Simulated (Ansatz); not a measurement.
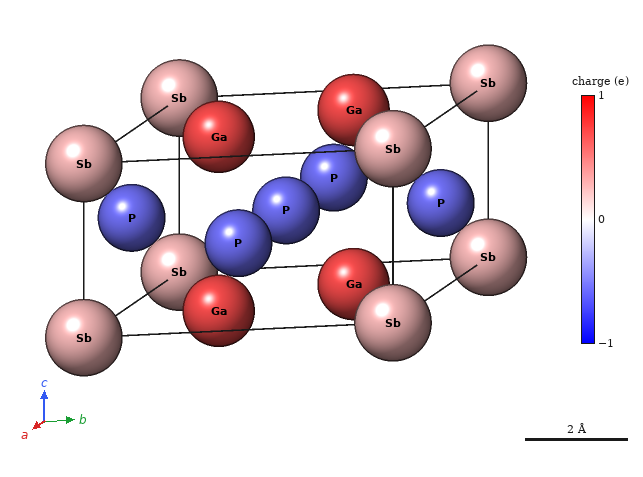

The crystal in a spheres-only representation, seen slightly off an axis. The edges of the simulation cell are marked. The atoms of this Ga$_{2}$SbP$_{3}$ cell are coloured by their Bader charge.

Computational set-up: DFT PBE, scalar-relativistic, plane waves, PAW (Ansatz), plane waves up to 420 eV, a 6×6×10 sampling of the Brillouin zone, Gaussian smearing of 0.1 eV, no spin polarisation.

Q: What do the colours say about charge transfer?

A: Most positive: Ga; most negative: P. Charges: about Ga +0.7 e; Sb +0.3 e; P -0.5 e.

The structure was taken from a structure type filled with these elements by a generator (whether the compound takes this form wasn't checked). Earlier steps of the study may have refined or changed the cell and positions. A calculation with Ansatz used it as input.
